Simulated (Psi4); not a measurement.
# SiNHF3 (SMILES [NH][Si](F)(F)F): levels of theory compared

We compute a comparison of 5 runs (U-r2SCAN/6-31G*, UCAM-B3LYP/6-31G*, UM06-2X/6-31G*, UM06-L/6-31G*, UTPSS/6-31G*) of SiNHF3. 

The calculation is run with Psi4 1.11.

4 further runs of the same task are left out: 3 that didn't finish, 1 set aside as unsound or not needed.

### 1 The structure to begin with

The species is SiNHF3 (6 atoms), meant as a doublet with charge 0. As SMILES, `[NH][Si](F)(F)F`. The Si2–F3 distance was set to 2.821 Å, away from the relaxed value. At this shape a bond of the SMILES string is far longer than usual.

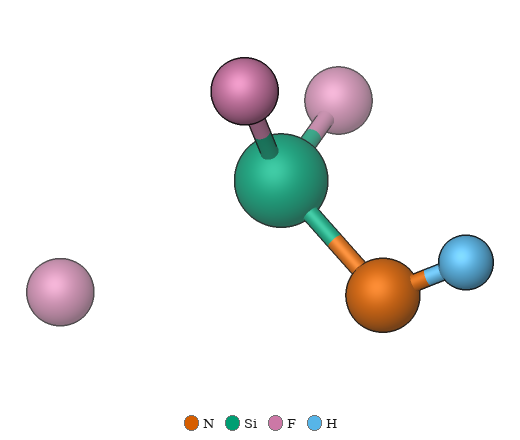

The structure, seen from a chosen angle (nitrogen orange, silicon teal, fluorine pink, hydrogen blue).

### 2 Energy and gradient at U-r2SCAN/6-31G(d) (spherical functions) (run 1)

File job.in:

```
memory 2.2 GB

molecule mol {
  0 2
  N
  Si 1 1.72336
  F 2 2.8215 1 109.35568
  F 2 1.573461 1 111.45729 3 -119.08008
  F 2 1.573303 4 108.92336 1 123.25914
  H 1 1.02148 2 114.2715 5 -61.41827
  units angstrom
  symmetry c1
}

set basis 6-31G*
set reference uks
set puream true
set e_convergence 1e-09
set d_convergence 1e-08
set scf_type pk
set dft_radial_points 99
set dft_spherical_points 590
set maxiter 100

result, w = gradient('r2scan', return_wfn=True)
oeprop(w, 'DIPOLE', 'QUADRUPOLE', 'WIBERG_LOWDIN_INDICES', title='R2SCAN')
print_variables()
```

The run is started by

```
psi4 -n 1 job.in job.out
```

job.out:

```text
[...]
  Running in c1 symmetry.
[...]
  Nuclear repulsion =  223.153985263017375
[...]
  Multiplicity = 2
[...]
  Nalpha       = 25
  Nbeta        = 24
[...]
    Number of basis functions: 76
[...]
   @UKS iter   1:  -643.58046198683485   -2.59263e-01   1.28517e-02 ADIIS/DIIS
[...]
   @UKS iter  26:  -644.10622020042558   -6.82121e-13   7.47631e-09 DIIS
[...]
   @S^2 Observed:                7.552964858E-01
[...]
  @UKS Final Energy:  -644.10622020042558
   => Energetics <=
    Nuclear Repulsion Energy =            223.1539852630173755
    One-Electron Energy =               -1337.7230043251215648
    Two-Electron Energy =                 529.8924021480445390
    DFT Exchange-Correlation Energy =     -59.4296032863659391
    Empirical Dispersion Energy =           0.0000000000000000
    VV10 Nonlocal Energy =                  0.0000000000000000
    Total Energy =                       -644.1062202004255823
[...]
  -Total Gradient:
     Atom            X                  Y                   Z
    ------   -----------------  -----------------  -----------------
       1       -0.000211234320     0.015568562862     0.000713751443
       2        0.000159690540     0.042575997053    -0.005378187431
       3        0.000004391193    -0.060783335608     0.020757587183
       4        0.009419615056     0.004159201081    -0.008199310374
       5       -0.009510832677     0.004174364694    -0.008171394574
       6        0.000144907934    -0.005733673218     0.000112016162
[...]
```

It took 1.8 min on 1 thread of Intel Xeon Platinum 8259CL at 2.50GHz (Skylake/Cascade Lake), shared host; peak memory 0.96 GiB.

### 3 Energy and forces at UCAM-B3LYP/6-31G(d) (spherical functions) (run 2)

File input.json:

```json
{
  "schema_name": "qcschema_input",
  "schema_version": 1,
  "molecule": {
    "schema_name": "qcschema_molecule",
    "schema_version": 2,
    "symbols": ["N", "Si", "F", "F", "F", "H"],
    "geometry": [-1.41719633, 0.42113303, 3.5660228, 0.79019276, -0.89071485, 1.56291311, -0.16459515, 0.73245785, -3.42531757, 0.65696707, -3.86098637, 1.59295975, 3.54673626, -0.04184987, 2.28422157, -1.21083823, -0.08758125, 5.4166316],
    "molecular_charge": 0,
    "molecular_multiplicity": 2,
    "fix_symmetry": "c1"
  },
  "driver": "gradient",
  "model": {
    "method": "cam-b3lyp",
    "basis": "6-31G*"
  },
  "keywords": {
    "reference": "uks",
    "puream": true,
    "e_convergence": 1e-09,
    "d_convergence": 1e-08,
    "scf_type": "pk",
    "dft_radial_points": 99,
    "dft_spherical_points": 590,
    "maxiter": 100
  }
}
```

The run is started by

```
psi4 --qcschema input.json -n 1 --memory 2200MB
```

stdout:

```text
[...]
  Running in c1 symmetry.
[...]
  Nuclear repulsion =  223.153999957650740
[...]
  Multiplicity = 2
[...]
  Nalpha       = 25
  Nbeta        = 24
[...]
    Number of basis functions: 76
[...]
   @UKS iter   1:  -643.88968613071984   -8.07840e-01   1.05513e-02 ADIIS/DIIS
[...]
   @UKS iter  27:  -644.18106268965664    5.11591e-12   6.57018e-09 DIIS
[...]
   @S^2 Observed:                7.533179887E-01
[...]
  @UKS Final Energy:  -644.18106268965664
   => Energetics <=
    Nuclear Repulsion Energy =            223.1539999576507398
    One-Electron Energy =               -1337.6194516095724794
    Two-Electron Energy =                 514.9205738234834371
    DFT Exchange-Correlation Energy =     -44.6361848612183039
    Empirical Dispersion Energy =           0.0000000000000000
    VV10 Nonlocal Energy =                  0.0000000000000000
    Total Energy =                       -644.1810626896566419
[...]
  -Total Gradient:
     Atom            X                  Y                   Z
    ------   -----------------  -----------------  -----------------
       1        0.005595919484    -0.006356260564     0.010864719986
       2        0.009617131447    -0.014882065173     0.042933059609
       3       -0.013538492135     0.022502840272    -0.067851479956
       4        0.002049186366     0.000866102555     0.009428865007
       5       -0.001898139483    -0.004312595969     0.008479182387
       6       -0.001775491635     0.002149616326    -0.003843188781
[...]
```

The result, in JSON:

```text
{
 "driver": "gradient",
 "model": {
  "method": "cam-b3lyp",
  "basis": "6-31G*"
 },
 "success": true,
 "return_result": [0.005595919483961542, -0.006356260563661981, 0.010864719985695201, 0.009617131447102183, -0.014882065172867318, 0.04293305960905519, -0.013538492134816608, 0.022502840271658858, -0.06785147995597506, 0.002049186366449898, 0.0008661025548101775, 0.00942886500679353, -0.0018981394828704867, -0.0043125959690231, 0.008479182386568918, -0.0017754916347959906, 0.002149616325826491, -0.0038431887807182097],
 "properties": {
  "calcinfo_nbasis": 76,
  "calcinfo_nmo": 76,
  "calcinfo_nalpha": 25,
  "calcinfo_nbeta": 24,
  "calcinfo_natom": 6,
  "nuclear_repulsion_energy": 223.15399995765074,
  "return_energy": -644.1810626896566,
  "return_gradient": [0.005595919483961542, -0.006356260563661981, 0.010864719985695201, 0.009617131447102183, -0.014882065172867318, 0.04293305960905519, -0.013538492134816608, 0.022502840271658858, -0.06785147995597506, 0.002049186366449898, 0.0008661025548101775, 0.00942886500679353, -0.0018981394828704867, -0.0043125959690231, 0.008479182386568918, -0.0017754916347959906, 0.002149616325826491, -0.0038431887807182097],
  "scf_one_electron_energy": -1337.6194516095725,
  "scf_two_electron_energy": 514.9205738234834,
  "scf_xc_energy": -44.636184861218304,
  "scf_dipole_moment": [0.24520784766212111, -0.6108037091233469, 2.318803960516048],
  "scf_total_energy": -644.1810626896566,
  "scf_total_gradient": [0.005595919483961542, -0.006356260563661981, 0.010864719985695201, 0.009617131447102183, -0.014882065172867318, 0.04293305960905519, -0.013538492134816608, 0.022502840271658858, -0.06785147995597506, 0.002049186366449898, 0.0008661025548101775, 0.00942886500679353, -0.0018981394828704867, -0.0043125959690231, 0.008479182386568918, -0.0017754916347959906, 0.002149616325826491, -0.0038431887807182097],
  "scf_iterations": 27
 }
}
```

Run time: 61 s. Hardware: 1 thread of Intel Xeon Platinum 8259CL at 2.50GHz (Skylake/Cascade Lake), shared host; peak memory 0.86 GiB.

### 4 Energy and gradient at UM06-2X/6-31G(d) (spherical functions) (run 3)

File f3hnsi.xyz:

```xyz
6
F3HNSi
N     -0.749948     0.222854     1.887058
Si     0.418152    -0.471346     0.827058
F     -0.087100     0.387600    -1.812600
F      0.347652    -2.043146     0.842958
F      1.876852    -0.022146     1.208758
H     -0.640748    -0.046346     2.866358
```

File job.py:

```python
import psi4

psi4.set_memory(2200000000)
psi4.set_num_threads(1)
psi4.core.set_output_file('output.dat', False)

with open('f3hnsi.xyz') as f:
    atoms = ''.join(f.readlines()[2:])
geom = psi4.geometry('0 2\n' + atoms + 'symmetry c1')

options = {'basis': '6-31G*', 'reference': 'uks', 'puream': True, 'e_convergence': 1e-09, 'd_convergence': 1e-08, 'scf_type': 'pk', 'dft_radial_points': 99, 'dft_spherical_points': 590, 'maxiter': 100}
psi4.set_options(options)

E = psi4.gradient('m06-2x')
print('gradient / Eh bohr^-1')
print(E.np.round(6))
```

The run is started by

```
python job.py
```

output.dat:

```text
[...]
  Running in c1 symmetry.
[...]
  Nuclear repulsion =  223.153999925431293
[...]
  Multiplicity = 2
[...]
  Nalpha       = 25
  Nbeta        = 24
[...]
    Number of basis functions: 76
[...]
   @UKS iter   1:  -643.87089672899083   -8.79796e-01   9.35573e-03 ADIIS/DIIS
[...]
   @UKS iter  22:  -644.11180797571024   -6.82121e-12   7.02458e-09 DIIS
[...]
   @S^2 Observed:                7.528944324E-01
[...]
  @UKS Final Energy:  -644.11180797571024
   => Energetics <=
    Nuclear Repulsion Energy =            223.1539999254312931
    One-Electron Energy =               -1337.4083131994098039
    Two-Electron Energy =                 498.5368935687334329
    DFT Exchange-Correlation Energy =     -28.3943882704650861
    Empirical Dispersion Energy =           0.0000000000000000
    VV10 Nonlocal Energy =                  0.0000000000000000
    Total Energy =                       -644.1118079757103487
[...]
  -Total Gradient:
     Atom            X                  Y                   Z
    ------   -----------------  -----------------  -----------------
       1        0.005766296055    -0.006695856411     0.012026158511
       2        0.009020176099    -0.014427009296     0.042907128846
       3       -0.014001877046     0.023309841321    -0.070379065674
       4        0.001809957307    -0.000517477005     0.010058717206
       5       -0.000761647041    -0.003906650828     0.009417572551
       6       -0.001983909945     0.002334791115    -0.003974308994
[...]
```

The script printed:

```text
gradient / Eh bohr^-1
[[ 0.005766 -0.006696  0.012026]
 [ 0.00902  -0.014427  0.042907]
 [-0.014002  0.02331  -0.070379]
 [ 0.00181  -0.000517  0.010059]
 [-0.000762 -0.003907  0.009418]
 [-0.001984  0.002335 -0.003974]]
```

Run time: 75 s. Hardware: 1 thread of Intel Xeon Platinum 8259CL at 2.50GHz (Skylake/Cascade Lake), shared host; peak memory 0.97 GiB.

Run 4 isn't shown in full; the table further down has it.

### 5 A single-point energy at UTPSS/6-31G(d) (spherical functions) (run 5)

f3hnsi.xyz is that of step 4.

File run.py:

```python
import psi4

psi4.set_memory('2200 MB')
psi4.set_num_threads(1)
psi4.set_output_file('f3hnsi.out', False)

with open('f3hnsi.xyz') as f:
    atoms = ''.join(f.readlines()[2:])
molecule = psi4.geometry('0 2\n' + atoms + 'symmetry c1')

options = {'basis': '6-31G*', 'reference': 'uks', 'puream': True, 'e_convergence': 1e-09, 'd_convergence': 1e-08, 'scf_type': 'pk', 'dft_radial_points': 99, 'dft_spherical_points': 590, 'maxiter': 100}
psi4.set_options(options)

energy_value, wavefunction = psi4.energy("TPSS", molecule=molecule, return_wfn=True)
psi4.oeprop(wavefunction, "LOWDIN_CHARGES", "DIPOLE", "QUADRUPOLE")
print(f'total energy {energy_value:.8f} hartree = {energy_value * 27.211386:.5f} eV')
```

The run is started by

```
python run.py
```

f3hnsi.out:

```text
[...]
  Running in c1 symmetry.
[...]
  Nuclear repulsion =  223.153999925431293
[...]
  Multiplicity = 2
[...]
  Nalpha       = 25
  Nbeta        = 24
[...]
    Number of basis functions: 76
[...]
   @UKS iter   1:  -643.74847034760023   -1.51056e-01   1.35039e-02 DIIS/ADIIS
[...]
   @UKS iter  28:  -644.32978540989598   -5.00222e-12   3.45671e-09 DIIS
[...]
   @S^2 Observed:                7.851745867E-01
[...]
  @UKS Final Energy:  -644.32978540989598
   => Energetics <=
    Nuclear Repulsion Energy =            223.1539999254312931
    One-Electron Energy =               -1337.7998080595857573
    Two-Electron Energy =                 529.9505466361033541
    DFT Exchange-Correlation Energy =     -59.6345239118447381
    Empirical Dispersion Energy =           0.0000000000000000
    VV10 Nonlocal Energy =                  0.0000000000000000
    Total Energy =                       -644.3297854098959760
[...]
 Multipole Moments:
 ------------------------------------------------------------------------------------
     Multipole            Electronic (a.u.)      Nuclear  (a.u.)        Total (a.u.)
 ------------------------------------------------------------------------------------
 L = 1.  Multiply by 2.5417464519 to convert [e a0] to [Debye]
 Dipole X            :          2.1539933           -1.8343996            0.3195937
 Dipole Y            :         -1.3165348            0.7414565           -0.5750783
 Dipole Z            :         -1.7238609            3.5421921            1.8183312
 Magnitude           :                                                    1.9336968
 L = 2.  Multiply by 1.3450342976 to convert [e a0^2] to [Debye ang]
 Quadrupole XX       :       -140.7733264          114.8107723          -25.9625541
 Quadrupole XY       :         12.3793665          -10.9588627            1.4205038
[...]
```

On the terminal:

```text
total energy -644.32978541 hartree = -17533.10650 eV
```

It took 2.3 min on 1 thread of Intel Xeon Platinum 8259CL at 2.50GHz (Skylake/Cascade Lake), shared host; peak memory 0.97 GiB.

### 6 All runs side by side

| run | level | task | energy (Eh) | dipole moment (D) | HOMO energy (eV) | LUMO energy (eV) | wall time |
| --- | --- | --- | --- | --- | --- | --- | --- |
| 1 | U-r2SCAN/6-31G* (spherical functions) | gradient | -644.106220 | 5.70 | -6.48 | -6.03 | 1.8 min |
| 2 | UCAM-B3LYP/6-31G* (spherical functions) | gradient | -644.181063 | 6.13 | -9.43 | -4.07 | 61 s |
| 3 | UM06-2X/6-31G* (spherical functions) | gradient | -644.111808 | 6.39 | -9.64 | -4.17 | 75 s |
| 4 | UM06-L/6-31G* (spherical functions) | energy | -644.239946 | 5.70 | -6.51 | -6.08 | 80 s |
| 5 | UTPSS/6-31G* (spherical functions) | energy | -644.329785 | 4.91 | -6.42 | -6.17 | 2.3 min |

### 7 Results

```
                                 quantity          value
                      run 5: total energy  -644.32979 Eh
                     run 5: dipole moment         4.91 D
run 5: HOMO energy (highest over α and β)       -6.42 eV
 run 5: LUMO energy (lowest over α and β)       -6.17 eV
                              run 5: ⟨S²⟩          0.785
```

**Reading.** The dipole moment (its size) runs from 4.91 D (UTPSS/6-31G*) to 6.39 D (UM06-2X/6-31G*). Totals of different functionals can't be ranked against each other. All runs together took 7.7 min, the longest 2.3 min.
